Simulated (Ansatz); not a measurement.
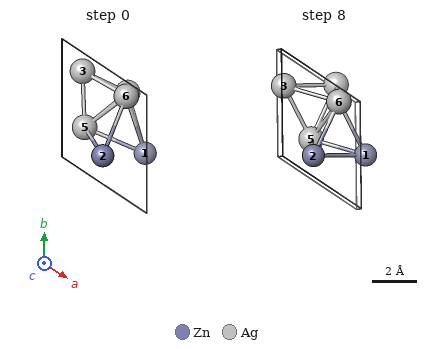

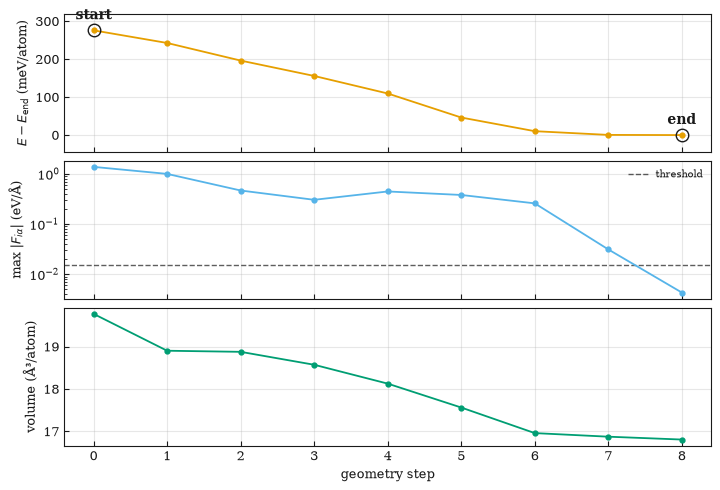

First and last geometry of a relaxation of a crystal of ZnAg₂ (built on the cubic Laves (C15)_227 type) (coarse preliminary run), with the history of the run. Style: ball-and-stick. Shown: the cell of the calculation, reduced to other axes, along the c axis. Lengths and directions refer to the drawn axes.

The calculation used DFT PBE, scalar-relativistic, plane waves, PAW in Ansatz 0.2.0.

Input
```yaml
crystal:
  lattice:
    - [-0.0156306332, 3.778272168, 3.8620445175]
    - [3.9033003675, -0.0861323019, 3.9325461862]
    - [3.8993345829, 3.8448080521, -0.0821665173]
  atoms:
    - { symbol: Zn, position: [0.4898858918, 0.490264904, 0.5003586651] }
    - { symbol: Zn, position: [0.7266299454, 0.753346375, 0.7605786811] }
    - { symbol: Ag, position: [0.1125544465, 0.1294030048, 0.1591333585] }
    - { symbol: Ag, position: [0.6303149723, 0.1424748638, 0.0857277187] }
    - { symbol: Ag, position: [0.1329152806, 0.1342186896, 0.6212045266] }
    - { symbol: Ag, position: [0.1576994635, 0.6002921628, 0.12299705] }
basis:
  ecutwfc: 420
kpoints:
  mp_grid: { grid: [6, 6, 6] }
hamiltonian:
  xc: pbe
scf:
  occupations: { method: gaussian, width: 0.1 }
output:
  forces: true
  stress: true
  eigenvalues: true
relax:
  adjacent_minimum: "off"
  f_tol: 0.015
  max_steps: 120
  cell: { stress_tol: 0.15 }
```

Run as
```bash
ansatz run input.yaml --threads 1 --pin off --max-ram 2560MiB --backend cpu --events-out ev --progress --plain --runs-dir out
```

> Did the run converge, and what did it change?

The run was cut off at its time limit before the program reported convergence, but its last step already meets the force threshold: the largest component is 0.0043 eV/Å against 0.015 eV/Å. The pressure is within 0.11 GPa of its target. Ag5 moves most relative to the cell: 0.81 Å along +a. Largest moves by element: Ag 0.81 Å, Zn 0.63 Å. The volume changes by −15.0 %, with a 5.403 → 5.026 Å (−7.0 %), b 5.477 → 4.968 Å (−9.3 %), c 5.504 → 5.469 Å (−0.6 %), α 90.8° → 90.1°, β 118.9° → 117.6°, γ 118.6° → 119.4°. Near-neighbour distances that change, for instance: Ag3–Ag5 4.641 → 2.887 Å, Ag4–Ag5 4.524 → 2.845 Å, Ag3–Ag4 4.480 → 2.856 Å, Zn2–Ag3 3.274 → 4.112 Å. New bonds form: Ag3–Ag4 (4.48 → 2.86 Å), Ag3–Ag5 (4.64 → 2.89 Å), Ag4–Ag5 (4.52 → 2.84 Å). Bond angles that change, for instance: Ag3–Zn1–Ag5 97.4° → 61.1°, Ag4–Zn1–Ag5 94.9° → 59.8°, Ag3–Zn1–Ag4 92.4° → 60.1°. The space group stays P1 (No. 1). The energy falls by 276 meV per atom in 8 geometry steps. The largest force component goes from 1.4 to 0.0043 eV/Å. Pressure: −0.04 GPa at the start and 0.11 GPa at the end. The run took 15 min on 1 thread of Arm Neoverse V2 (shared host), peak memory 0.76 GiB.
